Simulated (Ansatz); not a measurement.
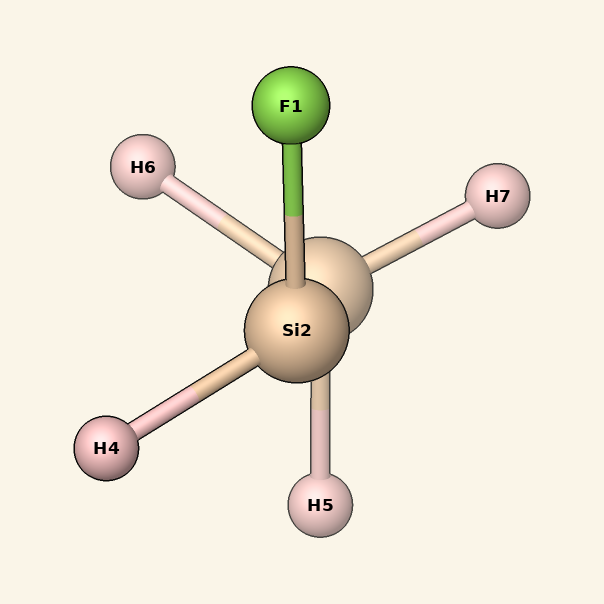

(Drawn from a calculation with Ansatz.)

Si3 lies behind Si2. The molecule seen nearly along the Si2–Si3 bond, Si2 in front. Atoms fade into the background with distance from the viewer. The species is neutral and a spin doublet. Geometry: moved along internal coordinates away from the minimum.

> What is the torsion angle F1–Si2–Si3–H5? The sign is positive where the front bond must turn clockwise to cover the back bond.

−179°, antiperiplanar (anti).
